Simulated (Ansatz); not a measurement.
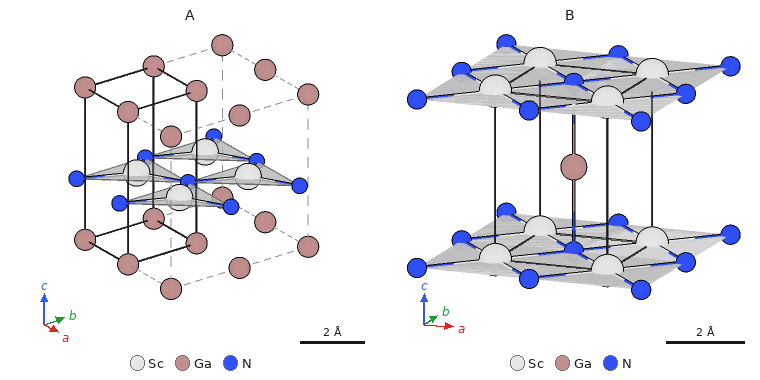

Two structures of ScGaN, each relaxed to rest (conventional cells in solid outline, small ones repeated, not to one scale). Method: DFT PBE, scalar-relativistic, plane waves, PAW (Ansatz), without spin polarisation.

### What are the two structures?

A: 3 atoms a cell on a primitive hexagonal lattice, P-6m2. B: 3 atoms a cell on a primitive tetragonal lattice, P4/mmm.

### Which of the two does the method prefer?

B is lower, by 316 meV/atom at this level of theory (energies at zero smearing). Volumes: A 17.8, B 14.4 Å³/atom.

One or both may be structure types tried for this composition rather than known phases.
